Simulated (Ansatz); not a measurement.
# GeH₄S₂ (built from SMILES [SH][GeH2][SH]): search for a transition state, part 2 of 2

Ansatz 0.2.0, Gaussian basis; PBE0-D4. The steps go on from the part before.

## 6. Checking the order of the point

The input, vib/in.yaml:

```yaml
crystal:
  periodic: [false, false, false]
  atoms:
    - {symbol: Ge, position_ang: [-0.892635, 0.112118, 0.303338]}
    - {symbol: S, position_ang: [1.555103, -0.203997, 0.340703]}
    - {symbol: S, position_ang: [-0.715741, 1.273082, -1.441780]}
    - {symbol: H, position_ang: [1.063008, 0.687554, -0.719624]}
    - {symbol: H, position_ang: [-1.089997, 0.735076, 1.699371]}
    - {symbol: H, position_ang: [-1.408747, -1.341883, 0.303368]}
    - {symbol: H, position_ang: [1.489009, -1.261950, -0.485476]}
basis:
  gaussian: {orbitals: def2-TZVP}
hamiltonian: {xc: pbe0, dispersion: d4}
phonons: {temperatures: {t_min: 298.15, t_max: 900, t_step: 200}}
```

On the command line:

```
$ ansatz run in.yaml --threads 4 --pin off --events-out ev --progress --plain --max-ram 9574MiB
```

The log of the run, cut to the lines that bear on the results:

```text
Functional definition: PBE0
  name "PBE0"
  cite "Adamo & Barone, J. Chem. Phys. 110, 6158 (1999) doi:10.1063/1.478522"
  cite "Perdew, Burke & Ernzerhof, Phys. Rev. Lett. 77, 3865 (1996) doi:10.1103/PhysRevLett.77.3865"
  parent pbe
[...]
1119 factors; their error is unknown
[...]
mean field -78239.98050102 eV, -2875.2662504488 hartree, gradient 6.5e-5 eV, S^2 0.000000; 0 other end points of the search recorded, 0 dependent functions left out
[...]
reference -78239.98052738 eV, -2875.2662514177 hartree; 34, 34 occupied and 112, 112 virtual orbitals, 1119 factors
[... from here to the last solve, the lines of the solves are left out (41 solves) ...]
1119 factors; their error is unknown
mean field -78239.98046236 eV, -2875.2662490282 hartree, gradient 2.8e-6 eV, S^2 0.000000; 0 other end points of the search recorded, 0 dependent functions left out
[...]
reference -78239.98048872 eV, -2875.2662499970 hartree; 34, 34 occupied and 112, 112 virtual orbitals, 1119 factors
WARN: phonons: modes at or below zero, which the zero-point energy, F, S and C_V leave out: 1, the lowest at -549.95 cm⁻¹. A minimum has none, and a first-order saddle one
Total energy: -78240.13501661 eV, -2875.2719287920 hartree
Atom 0 at    -0.892635     0.112118     0.303338 Å, force     0.007993    -0.001014     0.000638 eV/Å
Atom 1 at     1.555103    -0.203997     0.340703 Å, force    -0.006331    -0.001031     0.006404 eV/Å
Atom 2 at    -0.715741     1.273082    -1.441780 Å, force    -0.002923     0.002341    -0.000102 eV/Å
Atom 3 at     1.063008     0.687554    -0.719624 Å, force     0.002087     0.001894    -0.008544 eV/Å
Atom 4 at    -1.089997     0.735076     1.699371 Å, force    -0.001096    -0.000228     0.001931 eV/Å
Atom 5 at    -1.408747    -1.341883     0.303368 Å, force    -0.000177    -0.000622    -0.001054 eV/Å
Atom 6 at     1.489009    -1.261950    -0.485476 Å, force     0.000448    -0.001340     0.000727 eV/Å
Dipole moment:     0.321419    -0.567392     0.480249 e Å
Vibrations: -549.95 218.86 223.69 391.06 438.52 516.31 539.98 615.72 701.50 889.65 1099.21 1516.12 2116.80 2126.38 2715.65 cm⁻¹, zero-point energy 0.874675 eV
```

Run time: 56 s. Hardware: 4 threads of Arm Neoverse V1, shared host.

The modes, with what each moves most:

| mode | wavenumber (cm⁻¹) | character |
| --- | --- | --- |
| 1 | 550i | changes S2–H4, S3–H4 |
| 2 | 219 | bend with torsion |
| 3 | 224 | torsion |
| 4 | 391 | bend with Ge–S stretch |
| 5 | 439 | bend |
| 6 | 516 | Ge–S stretch |
| 7 | 540 | bend with torsion |
| 8 | 616 | bend |
| 9 | 702 | bend |
| 10 | 890 | bend with torsion |
| 11 | 1099 | torsion with bend |
| 12 | 1516 | S–H stretch |
| 13 | 2117 | Ge–H stretch |
| 14 | 2126 | Ge–H stretch |
| 15 | 2716 | S–H stretch |

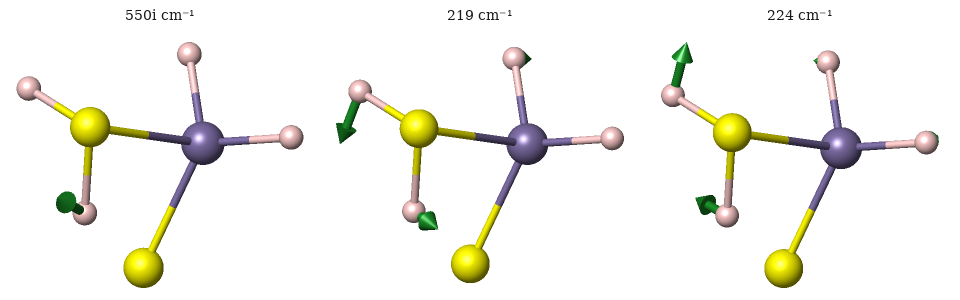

How the atoms move in 3 of the modes.

Vibrational sums (real modes only):

| T (K) | entropy (J/mol/K) | heat capacity (J/mol/K) |
| --- | --- | --- |
| 298 | 32.9 | 48.4 |
| 498 | 63.2 | 69.4 |
| 698 | 88.8 | 82.2 |
| 898 | 110.6 | 91.0 |

## 7. Relaxing after a step of 0.30 Å one way along the mode

The input, downa/in.yaml:

```yaml
crystal:
  periodic: [false, false, false]
  atoms:
    - {symbol: Ge, position_ang: [-1.024827, 0.176786, 0.245829]}
    - {symbol: S, position_ang: [1.610628, -0.170804, 0.282637]}
    - {symbol: S, position_ang: [-0.918321, 1.297792, -1.457078]}
    - {symbol: H, position_ang: [1.304845, 0.568010, -0.588382]}
    - {symbol: H, position_ang: [-1.087029, 0.731483, 1.700607]}
    - {symbol: H, position_ang: [-1.399401, -1.337158, 0.308613]}
    - {symbol: H, position_ang: [1.514104, -1.266110, -0.492326]}
basis:
  gaussian: {orbitals: def2-TZVP}
hamiltonian: {xc: pbe0, dispersion: d4}
relax: {f_tol: 0.005, max_steps: 200}
```

On the command line:

```
$ ansatz run in.yaml --threads 4 --pin off --events-out ev --progress --plain --max-ram 9574MiB
```

The log of the run, cut to the lines that bear on the results:

```text
[... 5 set-up lines as earlier in the session ...]
[...]
1119 factors; their error is unknown
[...]
mean field -78239.54047777 eV, -2875.2500798928 hartree, gradient 2.5e-5 eV, S^2 0.000000; 0 other end points of the search recorded, 0 dependent functions left out
[...]
reference -78239.54050484 eV, -2875.2500808874 hartree; 34, 34 occupied and 112, 112 virtual orbitals, 1119 factors
relax step   1: F+E_penalty+E_count = -78239.69304600 eV  Δ(F+E_penalty+E_count) = +0.000e0 eV  max|allowed force component| = 5.145e0 eV/Å  Δτ_max = 0.0000 Å  (27 SCF iters, accepted)
[...]
reference -78240.18244925 eV, -2875.2736719097 hartree; 34, 34 occupied and 112, 112 virtual orbitals, 1119 factors
Total energy: -78240.32992816 eV, -2875.2790916593 hartree
Atom 0 at    -1.079359     0.147897     0.219186 Å, force    -0.004061     0.001584     0.000555 eV/Å
Atom 1 at     1.526139    -0.517203     0.340084 Å, force    -0.000138     0.001955    -0.004637 eV/Å
Atom 2 at    -1.265959     1.052613    -1.606845 Å, force     0.001563    -0.000137    -0.000501 eV/Å
Atom 3 at     1.827033     0.715980    -0.103866 Å, force    -0.001356    -0.001646     0.002107 eV/Å
Atom 4 at    -0.958100     0.909995     1.557633 Å, force     0.002384    -0.001561    -0.001021 eV/Å
Atom 5 at    -1.477901    -1.316563     0.507713 Å, force     0.002689    -0.000067     0.000010 eV/Å
Atom 6 at     1.428145    -0.992720    -0.914004 Å, force    -0.001080    -0.000128     0.003487 eV/Å
Dipole moment:     0.677966    -0.407557     0.529769 e Å
```

Run time: 34 s. Hardware: 4 threads of Arm Neoverse V1, shared host.

Step by step: (the energy doesn't fall at every step)

| step | energy from step 1 (eV) | largest force component (eV/Å) |
| --- | --- | --- |
| 1 | 0.0000 | 5.1451 |
| 2 | -0.5366 | 1.2996 |
| 3 | -0.5994 | 0.4084 |
| 4 | -0.5475 | 0.8483 |
| 5 | -0.6137 | 0.2397 |
| 6 | -0.6021 | 0.5366 |
| 7 | -0.6199 | 0.1100 |
| 8 | -0.6231 | 0.0489 |
| 9 | -0.6268 | 0.1386 |
| 10 | -0.6316 | 0.0956 |
| 11 | -0.6233 | 0.6424 |
| 12 | -0.6349 | 0.0177 |
| 13 | -0.6353 | 0.1621 |
| 14 | -0.6335 | 0.1914 |
| 15 | -0.6367 | 0.0067 |
| 16 | -0.6368 | 0.0015 |
| 17 | -0.6368 | 0.0201 |
| 18 | -0.6369 | 0.0046 |

Distances of close pairs at the start and the end, largest changes first:

| bond | before (Å) | after (Å) | change (Å) |
| --- | --- | --- | --- |
| S2–H4 | 1.182 | 1.345 | +0.162 |
| Ge1–H6 | 1.561 | 1.545 | -0.016 |
| Ge1–H5 | 1.558 | 1.545 | -0.013 |
| Ge1–S3 | 2.042 | 2.046 | +0.005 |
| S2–H7 | 1.345 | 1.345 | -0.000 |

## 8. Relaxing after a step of 0.30 Å the other way along the mode

The input, downb/in.yaml:

```yaml
crystal:
  periodic: [false, false, false]
  atoms:
    - {symbol: Ge, position_ang: [-0.760444, 0.047450, 0.360848]}
    - {symbol: S, position_ang: [1.499577, -0.237191, 0.398768]}
    - {symbol: S, position_ang: [-0.513160, 1.248371, -1.426482]}
    - {symbol: H, position_ang: [0.821171, 0.807097, -0.850865]}
    - {symbol: H, position_ang: [-1.092965, 0.738669, 1.698134]}
    - {symbol: H, position_ang: [-1.418094, -1.346608, 0.298123]}
    - {symbol: H, position_ang: [1.463914, -1.257789, -0.478626]}
basis:
  gaussian: {orbitals: def2-TZVP}
hamiltonian: {xc: pbe0, dispersion: d4}
relax: {f_tol: 0.005, max_steps: 200}
```

On the command line:

```
$ ansatz run in.yaml --threads 4 --pin off --events-out ev --progress --plain --max-ram 9574MiB
```

The log of the run, cut to the lines that bear on the results:

```text
[... 5 set-up lines as earlier in the session ...]
[...]
1119 factors; their error is unknown
[...]
mean field -78240.43893738 eV, -2875.2830976745 hartree, gradient 5.1e-5 eV, S^2 0.000000; 0 other end points of the search recorded, 0 dependent functions left out
[...]
reference -78240.43896330 eV, -2875.2830986270 hartree; 34, 34 occupied and 112, 112 virtual orbitals, 1119 factors
relax step   1: F+E_penalty+E_count = -78240.59488970 eV  Δ(F+E_penalty+E_count) = +0.000e0 eV  max|allowed force component| = 1.370e0 eV/Å  Δτ_max = 0.0000 Å  (25 SCF iters, accepted)
[...]
reference -78241.55329935 eV, -2875.3240497216 hartree; 34, 34 occupied and 112, 112 virtual orbitals, 1119 factors
Total energy: -78241.69990401 eV, -2875.3294373434 hartree
Atom 0 at    -0.519862    -0.083536     0.389768 Å, force     0.000705     0.002051    -0.001183 eV/Å
Atom 1 at     1.521123    -0.811331     0.868646 Å, force     0.000219    -0.004423    -0.004464 eV/Å
Atom 2 at    -0.587453     0.959795    -1.567791 Å, force     0.000790     0.002381     0.000190 eV/Å
Atom 3 at     0.353998     1.856899    -1.230716 Å, force    -0.002624    -0.003822     0.000447 eV/Å
Atom 4 at    -0.874587     0.853305     1.551950 Å, force    -0.001080     0.001005     0.000841 eV/Å
Atom 5 at    -1.521610    -1.236718     0.243985 Å, force     0.001455     0.000331    -0.000341 eV/Å
Atom 6 at     1.628389    -1.538415    -0.255943 Å, force     0.000535     0.002478     0.004509 eV/Å
Dipole moment:    -0.045976    -0.007163     0.034456 e Å
```

Run time: 31 s. Hardware: 4 threads of Arm Neoverse V1, shared host.

The steps of the relaxation: (the energy doesn't fall at every step)

| step | energy from step 1 (eV) | largest force component (eV/Å) |
| --- | --- | --- |
| 1 | 0.0000 | 1.3704 |
| 2 | -0.2933 | 1.4250 |
| 3 | -0.6759 | 1.1819 |
| 4 | -0.9109 | 0.4528 |
| 5 | -1.0206 | 0.2877 |
| 6 | -1.0629 | 0.1853 |
| 7 | -1.0884 | 0.0625 |
| 8 | -1.0868 | 0.2573 |
| 9 | -1.0954 | 0.0881 |
| 10 | -1.1010 | 0.0554 |
| 11 | -1.1040 | 0.0097 |
| 12 | -1.1017 | 0.1132 |
| 13 | -1.1047 | 0.0312 |
| 14 | -1.0930 | 0.2727 |
| 15 | -1.1049 | 0.0018 |
| 16 | -1.1050 | 0.0045 |

Distances of close pairs at the start and the end, largest changes first:

| bond | before (Å) | after (Å) | change (Å) |
| --- | --- | --- | --- |
| S3–H4 | 1.519 | 1.343 | -0.175 |
| Ge1–S2 | 2.278 | 2.219 | -0.059 |
| Ge1–S3 | 2.167 | 2.219 | +0.052 |
| Ge1–H6 | 1.543 | 1.534 | -0.008 |
| Ge1–H5 | 1.542 | 1.534 | -0.007 |
| S2–H7 | 1.346 | 1.343 | -0.003 |

## 9. What the saddle joins

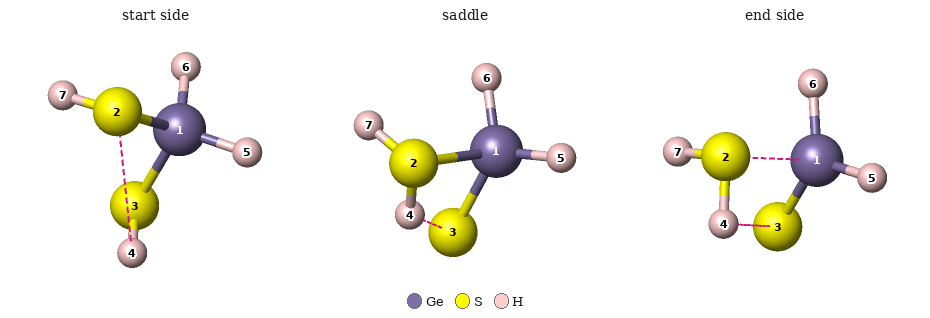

The minimum on the start side, the saddle and the minimum on the end side; broken lines mark the pairs that change.

| pair | start side (Å) | saddle (Å) | end side (Å) |
| --- | --- | --- | --- |
| S2–H4 | 3.590 | 1.470 | 1.345 |
| Ge1–S2 | 2.219 | 2.468 | 2.692 |
| S3–H4 | 1.343 | 2.007 | 3.455 |

## 10. Outcome

The summary covers parts 1 to 2.

```
                       quantity                                        value
                 imaginary mode                                    550i cm⁻¹
    barrier from the start side                                 151.0 kJ/mol
      barrier from the end side                                  18.8 kJ/mol
             energy of the step                                +132.2 kJ/mol
              pairs that change  S2–H4 formed, Ge1–S2 loosened, S3–H4 broken
zero-point energy at the saddle                                     0.875 eV
```

What this shows: The point has a single imaginary mode (550i cm⁻¹), as a transition state must. It joins the planned start and end. A bond meant to break is only loosened at the end: the products stay bound as an adduct. At PBE0-D4/def2-TZVP the electronic barrier is 151.0 kJ/mol, about 61 kT at 298 K, and the step runs 132.2 kJ/mol uphill. A step off the saddle overshot and began above it in energy, so the link to its end is likely but not proven. Lower complexes than these ends may exist.
